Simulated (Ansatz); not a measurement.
Results of PBE-D3(BJ) in Ansatz (plane waves, PAW) for CsCl-type RuAl.

Run with plane-wave cutoff 520 eV, 18×18×18 k mesh, Fermi–Dirac smearing 0.05 eV, no spin polarisation, scalar-relativistic PAW data made under PBE.

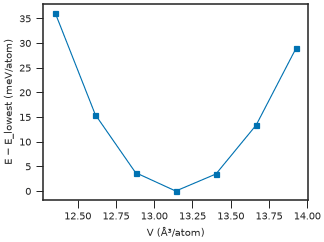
Figure. Total energy against volume

Task: From the curve, estimate the equilibrium volume and the bulk modulus.

Result: V0 ≈ 13.1 Å³/atom and B0 ≈ 220 GPa; the fit gives V0 = 13.141 Å³/atom, B0 = 219 GPa, B′ = 4.4.

The computed numbers hold no vibrational or temperature effects.

Ansatz is an electronic-structure program.
